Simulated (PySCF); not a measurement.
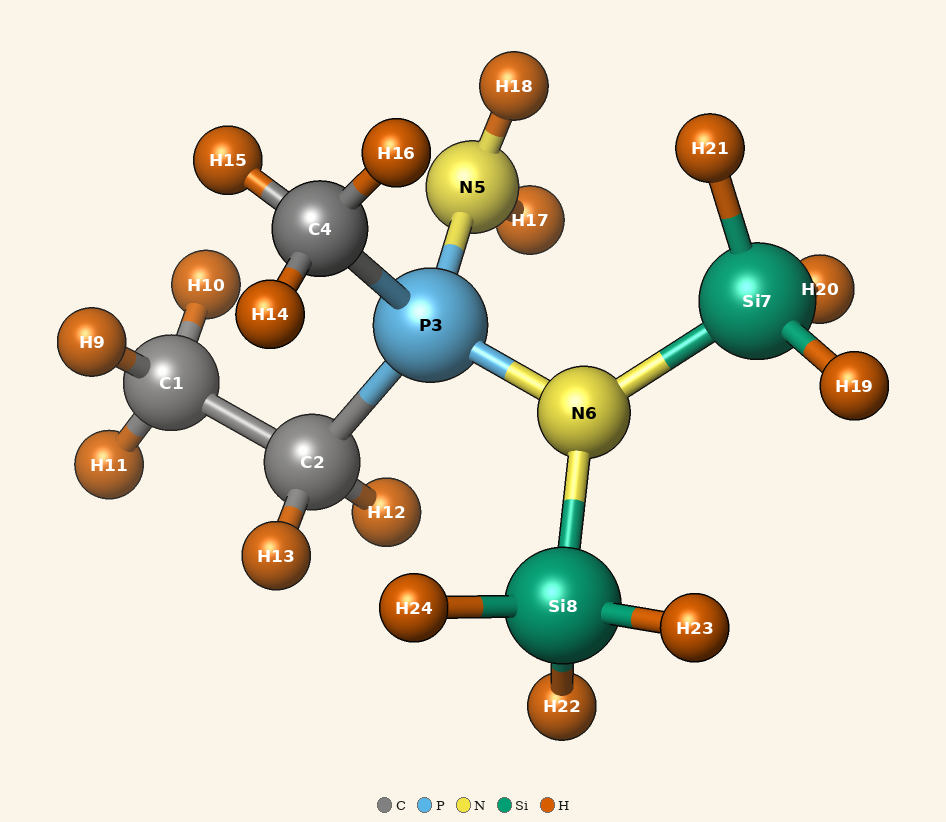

The species has charge +1 and is a spin singlet. Computed geometry: GFN2-xTB optimisation. No frequency run is at hand to confirm it as a minimum. Electric field gradients from the ground-state density, PBE0/pcSseg-1 (PySCF 2.14.0), non-relativistic apart from any core potentials.

Give the largest field-gradient component, the quadrupole coupling constant and the asymmetry for 14N at N5 (Q = 20.44 mb), 14N at N6 (Q = 20.44 mb), 2H at H9 (Q = 2.86 mb), 2H at H10 (Q = 2.86 mb).

```csv
atom,V_zz (a.u.),e²qQ/h (MHz),η
N5,−0.965,−4.63,0.06
N6,−0.731,−3.51,0.44
H9,0.311,0.209,0.05
H10,0.307,0.206,0.05
```

The geometry is semi-empirical. Around P, Si such bond lengths and angles can be off by a tenth of an ångström or more and by several degrees, and values that hang on the shape move with them.
